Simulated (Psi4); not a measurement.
# SiF4: geometry relaxation

SiF4, SMILES F[Si](F)(F)F, computed with M06-2X/6-31G, RKS (Psi4 1.11).

The geometry comes from this level: GFN2-xTB.

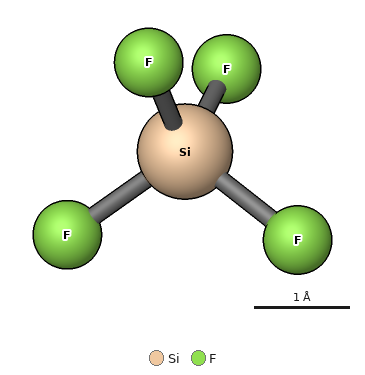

The starting structure (ball-and-stick view, seen at a tilt).

Input file (f4si_ase.py)
```python
import numpy as np
from ase.calculators.psi4 import Psi4
from ase.io import read
from ase.optimize import BFGSLineSearch

atoms = read('f4si.xyz')
calc = Psi4(atoms=atoms, method='m06-2x', basis='6-31G', memory='1600MB', num_threads=1, charge=0, multiplicity=1, label='psi4-calc', reference='rks')
atoms.calc = calc

opt = BFGSLineSearch(atoms)
done = opt.run(fmax=0.05, steps=40)
print('converged:', done)
for s, p in zip(atoms.symbols, atoms.positions):
    print(f'{s:2s} {p[0]:12.6f} {p[1]:12.6f} {p[2]:12.6f}')
```

File f4si.xyz
```
5
F4Si
Si    -0.000700     0.000340    -0.000360
F      0.012160    -0.018360     1.565530
F      1.473030     0.010450    -0.529820
F     -0.745860     1.282160    -0.504010
F     -0.738620    -1.274590    -0.531350
```

Run on 1 thread of Intel Xeon (Sapphire Rapids), 64 GiB of memory available, shared host.

Command:
```bash
python f4si_ase.py
```

Log
```
gradient() will perform analytic gradient computation.

   => Loading Basis Set <=

    Name: 6-31G
    Role: ORBITAL
    Keyword: BASIS

         ---------------------------------------------------------
                                   SCF
                              RKS Reference
                        1 Threads,   1525 MiB Core
         ---------------------------------------------------------

  ==> Geometry <==

    Molecular point group: c1
    Full point group: C1

    Geometry (in Angstrom), charge = 0, multiplicity = 1:

       Center              X                  Y                   Z               Mass
    ------------   -----------------  -----------------  -----------------  -----------------
         SI          -0.000490586934     0.000230958958    -0.000116227869    27.976926534650
         F            0.012643515605    -0.019294926032     1.640896112735    18.998403162730
         F            1.543722368427     0.011526750087    -0.555362807127    18.998403162730
         F           -0.781831070635     1.343828796391    -0.528168329872    18.998403162730
         F           -0.773812378227    -1.336400729125    -0.557193819323    18.998403162730

  Running in c1 symmetry.

  Rotational constants: A =      0.12365  B =      0.12353  C =      0.12336 [cm^-1]
  Rotational constants: A =   3706.80407  B =   3703.42563  C =   3698.24256 [MHz]
  Nuclear repulsion =  258.444091129219089

  Charge       = 0
  Multiplicity = 1
  Electrons    = 50
  Nalpha       = 25
  Nbeta        = 25

  ==> Algorithm <==

  SCF Algorithm Type is DF.
  DIIS enabled.
  MOM disabled.
  Fractional occupation disabled.
  Guess Type is SAD.
  Energy threshold   = 1.00e-08
  Density threshold  = 1.00e-08
  Integral threshold = 1.00e-12

  ==> Primary Basis <==

  Basis Set: 6-31G
    Blend: 6-31G
    Number of shells: 27
    Number of basis functions: 49
    Number of Cartesian functions: 49
    Spherical Harmonics?: false
    Max angular momentum: 1

  ==> DFT Potential <==

   => LibXC <=

    Version 7.1.2

   => Composite Functional: M06-2X <=

    Deriv               =              1
    GGA                 =           TRUE
    Meta                =           TRUE

    Exchange Hybrid     =           TRUE
    MP2 Hybrid          =          FALSE

   => Exchange Functionals <=

    1.0000   XC_HYB_MGGA_X_M06_2X

   => Exact (HF) Exchange <=

    0.5400               HF

   => Correlation Functionals <=

    1.0000   XC_MGGA_C_M06_2X

   => LibXC Density Thresholds  <==

    XC_MGGA_C_M06_2X:  1.00E-12
    XC_HYB_MGGA_X_M06_2X:  1.00E-15

   => Molecular Quadrature <=

    Radial Scheme          =       TREUTLER
    Pruning Scheme         =           NONE
    Nuclear Scheme         =       TREUTLER

    Blocking Scheme        =         OCTREE
    BS radius alpha        =              1
    Pruning alpha          =              1
    Radial Points          =             75
    Spherical Points       =            302
    Total Points           =         109235
    Total Blocks           =            898
    Max Points             =            256
    Max Functions          =             47
    Weights Tolerance      =       1.00E-15

   => Loading Basis Set <=

    Name: (6-31G AUX)
    Role: JKFIT
    Keyword: DF_BASIS_SCF

  ==> Integral Setup <==

  DFHelper Memory: AOs need 0.010 GiB; user supplied 0.831 GiB.
  SCF_SUBTYPE=INCORE selected. In-core MEM_DF algorithm will be used.
  Using in-core AOs.

  ==> MemDFJK: Density-Fitted J/K Matrices <==

    J tasked:                   Yes
    K tasked:                   Yes
    wK tasked:                   No
    Memory [MiB]:               851
    Algorithm:                 Core
    Schwarz Cutoff:           1E-12
    Mask sparsity (%):       3.8317
    Fitting Condition:        1E-10

   => Auxiliary Basis Set <=

  Basis Set: (6-31G AUX)
    Blend: CC-PVDZ-JKFIT
    Number of shells: 132
    Number of basis functions: 454
    Number of Cartesian functions: 454
    Spherical Harmonics?: false
    Max angular momentum: 3

  Cached 100.0% of DFT collocation blocks in 0.286 [GiB].

  Minimum eigenvalue in the overlap matrix is 7.4881845360E-02.
  Reciprocal condition number of the overlap matrix is 2.3728744915E-02.
    Using symmetric orthogonalization.

  ==> Pre-Iterations <==

  SCF Guess: Superposition of Atomic Densities via on-the-fly atomic UHF (no occupation information).

   -------------------------
    Irrep   Nso     Nmo
   -------------------------
     A         49      49
   -------------------------
    Total      49      49
   -------------------------

  ==> Iterations <==

                           Total Energy        Delta E     RMS |[F,P]|

   @DF-RKS iter SAD:  -687.91129056682666   -6.87911e+02   0.00000e+00
   @DF-RKS iter   1:  -688.62139448373534   -7.10104e-01   1.16762e-02 DIIS/ADIIS
   @DF-RKS iter   2:  -688.61779372372473    3.60076e-03   1.32307e-02 DIIS/ADIIS
   @DF-RKS iter   3:  -688.74945297966292   -1.31659e-01   2.79350e-04 DIIS/ADIIS
   @DF-RKS iter   4:  -688.74957797199681   -1.24992e-04   3.88704e-05 DIIS
   @DF-RKS iter   5:  -688.74958223444207   -4.26245e-06   6.23085e-06 DIIS
   @DF-RKS iter   6:  -688.74958231294602   -7.85039e-08   3.82265e-06 DIIS
   @DF-RKS iter   7:  -688.74958232389110   -1.09451e-08   1.34177e-06 DIIS
   @DF-RKS iter   8:  -688.74958232540473   -1.51363e-09   1.64205e-08 DIIS
   @DF-RKS iter   9:  -688.74958232540553   -7.95808e-13   1.18940e-09 DIIS
  Energy and wave function converged.

  ==> Post-Iterations <==

   Electrons on quadrature grid:
      Ntotal   =   49.9999534667 ; deviation = -4.653e-05

    Orbital Energies [Eh]
    ---------------------

    Doubly Occupied:

       1A    -67.282549     2A    -25.312399     3A    -25.312331
       4A    -25.312099     5A    -25.312081     6A     -5.814341
       7A     -4.123168     8A     -4.123158     9A     -4.123156
      10A     -1.419167    11A     -1.383374    12A     -1.383223
      13A     -1.383165    14A     -0.732189    15A     -0.643381
      16A     -0.643317    17A     -0.643240    18A     -0.578672
      19A     -0.578538    20A     -0.568771    21A     -0.568742
      22A     -0.568713    23A     -0.552553    24A     -0.552492
      25A     -0.552438

    Virtual:

      26A     -0.017324    27A      0.084135    28A      0.084527
      29A      0.084803    30A      0.215553    31A      0.277112
      32A      0.277357    33A      0.277660    34A      1.111209
      35A      1.111774    36A      1.285783    37A      1.285902
      38A      1.286265    39A      1.290461    40A      1.290689
      41A      1.291153    42A      1.377032    43A      1.385440
      44A      1.385639    45A      1.385994    46A      1.794070
      47A      1.794928    48A      1.795362    49A      2.155337

    Final Occupation by Irrep:
              A
    DOCC [    25 ]
    NA   [    25 ]
    NB   [    25 ]

  @DF-RKS Final Energy:  -688.74958232540553

   => Energetics <=

    Nuclear Repulsion Energy =            258.4440911292190890
    One-Electron Energy =               -1470.7548617385375564
    Two-Electron Energy =                 553.5301308166581293
    DFT Exchange-Correlation Energy =     -29.9689425327451744
    Empirical Dispersion Energy =           0.0000000000000000
    VV10 Nonlocal Energy =                  0.0000000000000000
    Total Energy =                       -688.7495823254055267

Computation Completed

Properties will be evaluated at   0.000000,   0.000000,   0.000000 [a0]

Properties computed using the SCF density matrix

 Multipole Moments:

 ------------------------------------------------------------------------------------
     Multipole            Electronic (a.u.)      Nuclear  (a.u.)        Total (a.u.)
 ------------------------------------------------------------------------------------

 L = 1.  Multiply by 2.5417464519 to convert [e a0] to [Debye]
 Dipole X            :         -0.0023237           -0.0006922           -0.0030159
 Dipole Y            :          0.0008372            0.0003259            0.0011631
 Dipole Z            :         -0.0006812           -0.0001640           -0.0008452
 Magnitude           :                                                    0.0033411

 ------------------------------------------------------------------------------------

	total time  =          3 seconds =       0.05 minutes

         ------------------------------------------------------------
                                   SCF GRAD
         ------------------------------------------------------------

  ==> Geometry <==

    Molecular point group: c1
    Full point group: C1

    Geometry (in Angstrom), charge = 0, multiplicity = 1:

       Center              X                  Y                   Z               Mass
    ------------   -----------------  -----------------  -----------------  -----------------
         SI          -0.000490586934     0.000230958958    -0.000116227869    27.976926534650
         F            0.012643515605    -0.019294926032     1.640896112735    18.998403162730
         F            1.543722368427     0.011526750087    -0.555362807127    18.998403162730
         F           -0.781831070635     1.343828796391    -0.528168329872    18.998403162730
         F           -0.773812378227    -1.336400729125    -0.557193819323    18.998403162730

  Nuclear repulsion =  258.444091129219089

  ==> Basis Set <==

  Basis Set: 6-31G
    Blend: 6-31G
    Number of shells: 27
    Number of basis functions: 49
    Number of Cartesian functions: 49
    Spherical Harmonics?: false
    Max angular momentum: 1

  ==> DFJKGrad: Density-Fitted SCF Gradients <==

    Gradient:                    1
    J tasked:                  Yes
    K tasked:                  Yes
    wK tasked:                  No
    Integrals threads:           1
    Memory [MiB]:             1144
    Schwarz Cutoff:          1E-12
    Fitting Condition:       1E-10

   => Auxiliary Basis Set <=

  Basis Set: (6-31G AUX)
    Blend: CC-PVDZ-JKFIT
    Number of shells: 132
    Number of basis functions: 454
    Number of Cartesian functions: 454
    Spherical Harmonics?: false
    Max angular momentum: 3

  ==> DFT Potential <==

   => LibXC <=

    Version 7.1.2

   => Composite Functional: M06-2X <=

    Deriv               =              1
    GGA                 =           TRUE
    Meta                =           TRUE

    Exchange Hybrid     =           TRUE
    MP2 Hybrid          =          FALSE

   => Exchange Functionals <=

    1.0000   XC_HYB_MGGA_X_M06_2X

   => Exact (HF) Exchange <=

    0.5400               HF

   => Correlation Functionals <=

    1.0000   XC_MGGA_C_M06_2X

   => LibXC Density Thresholds  <==

    XC_MGGA_C_M06_2X:  1.00E-12
    XC_HYB_MGGA_X_M06_2X:  1.00E-15

   => Molecular Quadrature <=

    Radial Scheme          =       TREUTLER
    Pruning Scheme         =           NONE
    Nuclear Scheme         =       TREUTLER

    Blocking Scheme        =         OCTREE
    BS radius alpha        =              1
    Pruning alpha          =              1
    Radial Points          =             75
    Spherical Points       =            302
    Total Points           =         109235
    Total Blocks           =            898
    Max Points             =            256
    Max Functions          =             47
    Weights Tolerance      =       1.00E-15

  -Total Gradient:
     Atom            X                  Y                   Z
    ------   -----------------  -----------------  -----------------
       1        0.000133258293     0.000107560661     0.000063108569
       2        0.000218471848    -0.000010740964     0.000404048803
       3       -0.000346951192     0.000292906157    -0.000253028025
       4       -0.000582410539    -0.000023602220    -0.000159734735
       5       -0.000273744145     0.000050914431    -0.000095346626

	total time  =          0 seconds =       0.00 minutes
```

Trajectory as extended XYZ (Å, eV, eV/Å), 3 frames, from step=0 to step=2
```
5
Properties=species:S:1:pos:R:3:forces:R:3 step=0 energy=-18741.36683
Si   -0.0007    0.0003   -0.0004    0.0134  -0.0003   0.0067
F     0.0122   -0.0184    1.5655    0.0255  -0.0366   3.3076
F     1.4730    0.0104   -0.5298    3.1105   0.0518  -1.1264
F    -0.7459    1.2822   -0.5040   -1.5764   2.7142  -1.0656
F    -0.7386   -1.2746   -0.5313   -1.5422  -2.7116  -1.1396
5
Properties=species:S:1:pos:R:3:forces:R:3 step=1 energy=-18740.90195
Si   -0.0003    0.0001    0.0002   -0.0175  -0.0068  -0.0159
F     0.0133   -0.0208    1.7649   -0.0392   0.0107  -3.3407
F     1.6599    0.0134   -0.5975   -3.1475  -0.0317   1.1280
F    -0.8412    1.4454   -0.5680    1.6110  -2.7507   1.0636
F    -0.8319   -1.4381   -0.5998    1.5618   2.7498   1.1395
5
Properties=species:S:1:pos:R:3:forces:R:3 step=2 energy=-18741.83091
Si   -0.0005    0.0003   -0.0001   -0.0069  -0.0055  -0.0032
F     0.0126   -0.0193    1.6409   -0.0112   0.0006  -0.0208
F     1.5437    0.0116   -0.5554    0.0178  -0.0151   0.0130
F    -0.7819    1.3439   -0.5282    0.0300   0.0012   0.0082
F    -0.7739   -1.3364   -0.5572    0.0141  -0.0026   0.0049
```

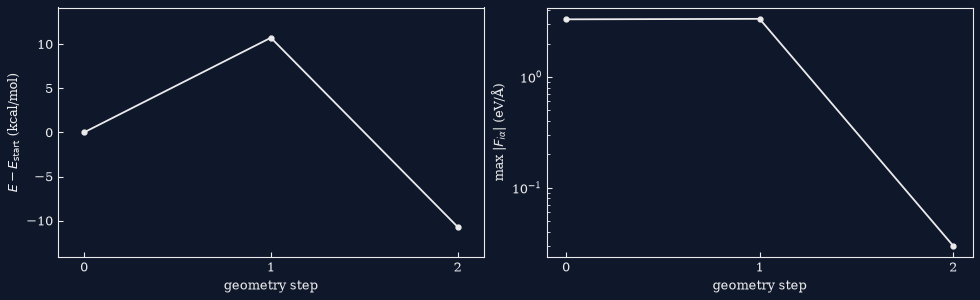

Progress of the relaxation, step by step (steps are counted from 0).

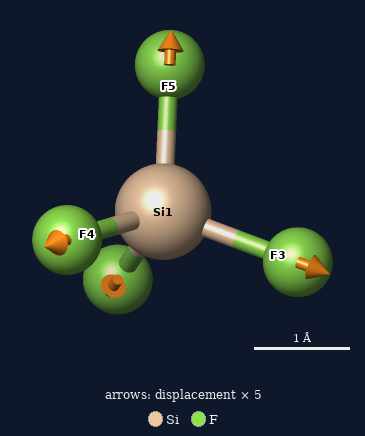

The starting structure with the displacements as orange arrows, magnified 5 times (ball-and-stick view, seen at a tilt). The two geometries are laid on each other by the best rigid fit. The largest moves after the best rigid fit, 0.076 Å, are those of F2, F4 and F5. Si stays in place. Among the contacts that change: Si1–F2 1.566 → 1.641 Å. After 2 geometry steps the energy has fallen by 10.7 kcal/mol. Largest force component: 3.3 eV/Å at the start, 0.03 eV/Å at the end. (Atoms are counted from 1 in the order of the input.)

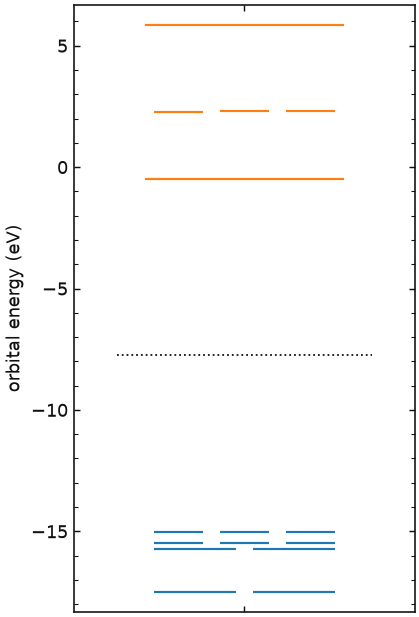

Orbital energies near the frontier; the dotted line parts filled from empty levels, and levels within 0.02 eV of each other stand side by side. Highest filled −15.03 eV, lowest empty −0.47 eV, 14.56 eV apart.

Summary

- outcome: converged
- total energy: −688.749582 hartree
- basis functions: 49
- HOMO: −15.03 eV
- LUMO: −0.47 eV
- dipole moment: 0.01 D
- wall time: 17 s
- peak memory: 0.58 GiB
